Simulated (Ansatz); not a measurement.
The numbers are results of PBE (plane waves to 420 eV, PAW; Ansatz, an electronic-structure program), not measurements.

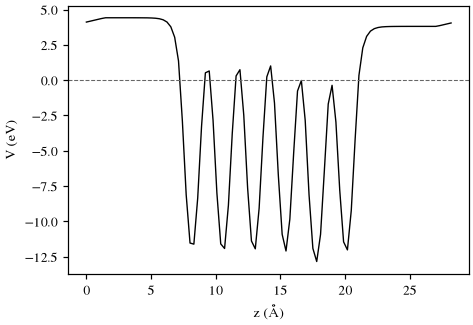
*Electrostatic potential energy of an electron, averaged over planes parallel to the surface, in eV from the Fermi level, for a constructed model of the (111) surface of fcc Ag, a layer of Ti in place of the second plane (bottom of the slab: a bare face, its two planes held)*

Model: 6-atom slab, 12.2 Å thick at the start with caps and adatoms (thin: gaps and levels are the slab's own), 15x15x1 mesh, Fermi-Dirac 0.1 eV, dipole correction, 2 atoms held, the rest relaxed; start symmetry kept, larger cells not searched; no spin, no spin-orbit, no U. In PBE it lies 0.03 eV a 1x1 cell over the lowest computed structure of the same composition (a layer of Ti in place of the third plane).

The vacuum level lies 3.81 eV above the Fermi level over the top face and 4.42 eV above it under the bottom face.
